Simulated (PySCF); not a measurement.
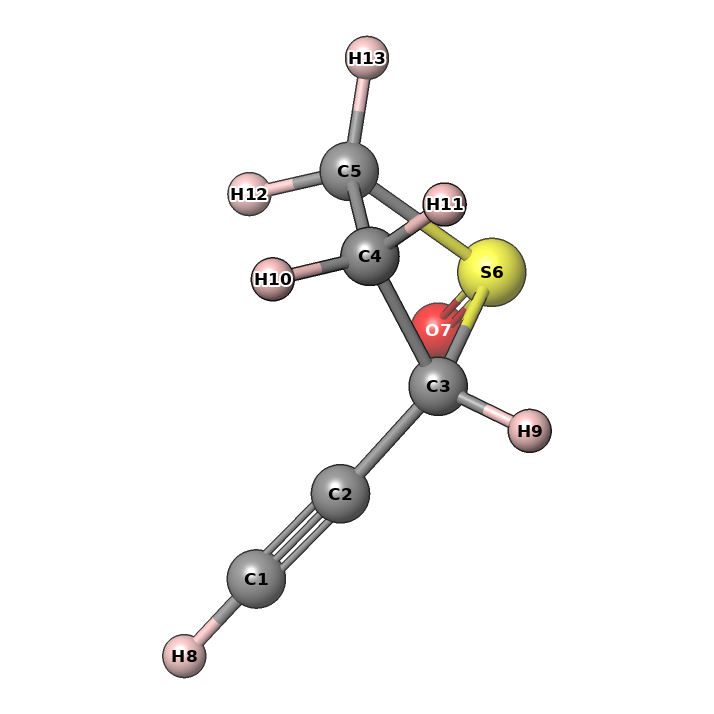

Distant atoms are faded towards the background colour. The geometry was computed by an optimisation with GFN2-xTB. No frequency run is at hand to confirm it as a minimum.

Which atoms or bonds are stereogenic?

Answer. Centres: C3, S6.

What are the Cahn–Ingold–Prelog descriptors?

Answer. C3: S (priorities S6 > C2 > C4 > H9); S6: S.

Give a SMILES with the stereochemistry.

Answer. C#C[C@@H]1CC[S@@]1=O
